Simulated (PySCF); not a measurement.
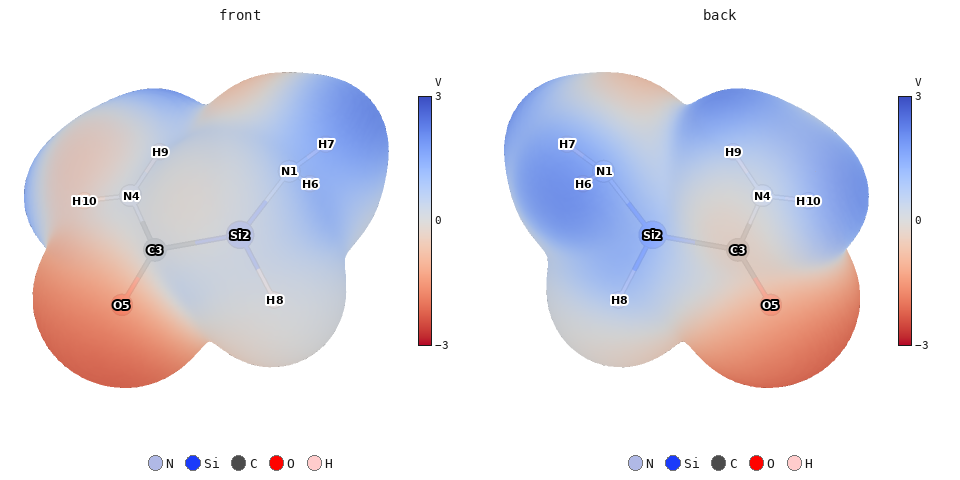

CH$_{5}$N$_{2}$OSi (SMILES N[SiH]C(N)=O) (doublet). The electrostatic potential painted on the density surface at 0.002 e/bohr³, seen from the front and from behind; the colour scale runs from red (negative) to blue (positive).

Geometry: GFN2-xTB.

All numbers below come from UKS B3LYP, pcH-1 on C H N O Si, non-relativistic, mean-field spin-orbit, GIAO (PySCF).

```yaml
atoms:
  - { symbol: N, position_ang: [1.3342, 0.9292, 0.4799] }
  - { symbol: Si, position_ang: [0.9027, -0.7338, 0.2586] }
  - { symbol: C, position_ang: [-0.8294, -0.8286, -0.4646] }
  - { symbol: N, position_ang: [-1.6575, 0.2161, -0.2126] }
  - { symbol: O, position_ang: [-1.2002, -1.8196, -1.0751] }
  - { symbol: H, position_ang: [1.4861, 1.5017, -0.3422] }
  - { symbol: H, position_ang: [2.0464, 1.1465, 1.1598] }
  - { symbol: H, position_ang: [1.8487, -1.6407, -0.3805] }
  - { symbol: H, position_ang: [-1.3181, 1.0360, 0.2561] }
  - { symbol: H, position_ang: [-2.6039, 0.1980, -0.5581] }
```

Question: Describe the electrostatic potential map.

Answer: The most negative region (about −2.1 V) lies over O5, the most positive (about +2.0 V) over H6 and H7. O5 is the likeliest acceptor of a hydrogen bond.
